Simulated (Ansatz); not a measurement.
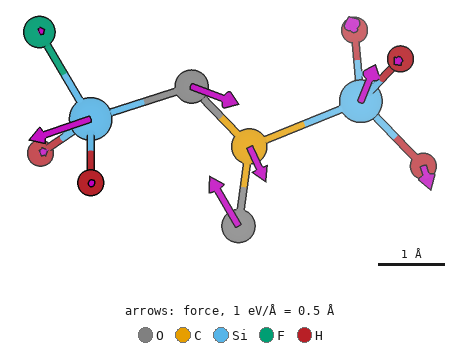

Starting geometry of CH$_{5}$FO$_{2}$Si$_{2}$ (coarse preliminary run) with the computed forces as purple arrows. A ball-and-stick model, seen at a tilt.

The start comes from a force field.

The calculation used RKS PBE-D4/def2-SVP (Ansatz). Set-up: force threshold 0.03 eV/Å; at most 200 steps.

> What follows when this structure is relaxed?

It isn't relaxed: the largest force vector, on a Si atom, is 2.10 eV/Å. The final displacements follow the starting forces only in part (cosine between the two patterns 0.40). After 11 geometry steps the energy has fallen by 27.7 kJ/mol. The largest force component goes from 1.9 to 0.016 eV/Å. The atom that moves furthest after the best rigid fit is an O atom (0.24 Å). Largest moves by element: O 0.24 Å, H 0.13 Å, Si 0.07 Å, F 0.06 Å, C 0.06 Å. Near-neighbour distances that change, for instance: O–Si 2.977 → 2.698 Å, O–Si 1.664 → 1.741 Å, H–Si 1.456 → 1.498 Å, C–Si 1.901 → 1.939 Å. Bond angles that change, for instance: O–C–Si 117.2° → 126.0°, O–C–O 127.2° → 120.7°, C–O–Si 118.8° → 112.3°. Cost: 14 s on 4 threads of AMD EPYC 7B13, with other jobs on the host.
